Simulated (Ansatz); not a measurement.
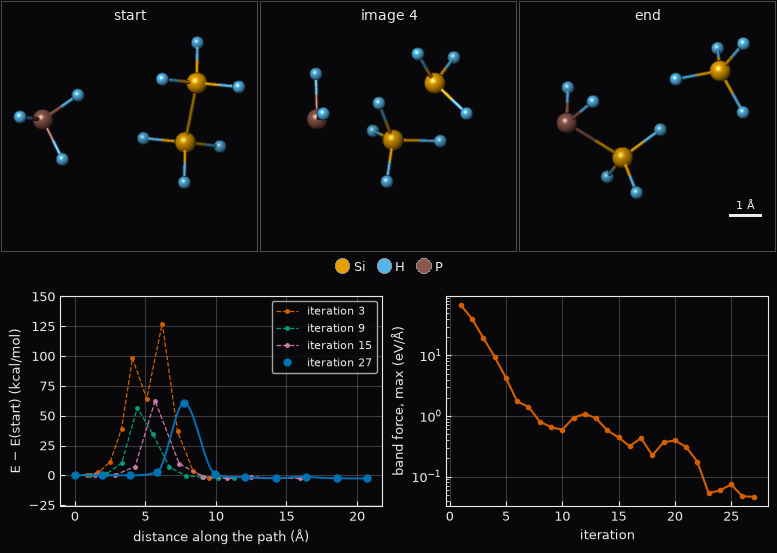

A search for the minimum-energy path of Si$_{2}$PH$_{9}$, made up at the start of Si2H6 and PH3 by the nudged elastic band. Images are numbered from 0 (start) to 10 (end). The plot follows the band through its iterations. The picture is a ball-and-stick view, seen from a free direction.

These are results of Ansatz, RKS PBE/6-31G*, not measurements. Settings: 9 movable images; climbing image; force threshold 0.05 eV/Å; iteration limit 57; starting path through a guess of the saddle point.

Question: Judge this run.

Answer: The run is converged, with reservations. The band converged in 27 iterations. The largest component of the band force went from 68 to 0.046 eV/Å. The climbing image converged on the top of the path. Its vibrational analysis gives one imaginary mode (1194i cm⁻¹), as a transition state must have. The first iteration put the highest image at 548.7 kcal/mol. Forward barrier 60.7 kcal/mol, backward barrier 63.3 kcal/mol, with image 4 at the top; the reaction energy is −2.6 kcal/mol.

Limits of the set-up: the start holds two separate molecules, 2.9 Å apart at their closest, whose relative position is a soft coordinate and is computed without a dispersion correction.
